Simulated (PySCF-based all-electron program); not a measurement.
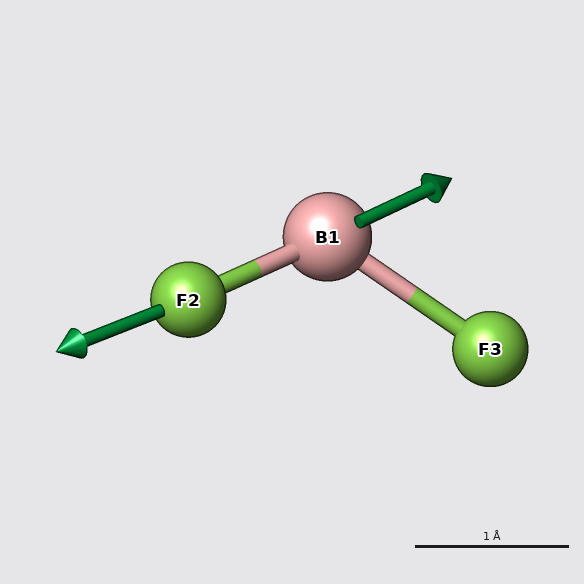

Arrows show the forces on the atoms, 0.1 Å of arrow for 1 eV/Å; forces under a tenth of the largest aren't drawn. The species is neutral and a spin doublet. Level of theory: r2SCAN, all-electron, scalar-relativistic (spin-free Dirac), large uncontracted Gaussian sets (PySCF-based all-electron program).

Question: Which bond do the forces act along most?

Answer: B1–F2, now 1.179 Å: the forces push its atoms apart, so a first step downhill lengthens it.

List the force components in the frame of the picture (x right, y up, z towards the viewer), in eV/Å.

```json
{"atom": "B1", "Fx": "6.19", "Fy": "2.91", "Fz": "−4.24"}
{"atom": "F2", "Fx": "−6.94", "Fy": "−2.74", "Fz": "4.51"}
{"atom": "F3", "Fx": "0.75", "Fy": "−0.18", "Fz": "−0.27"}
```
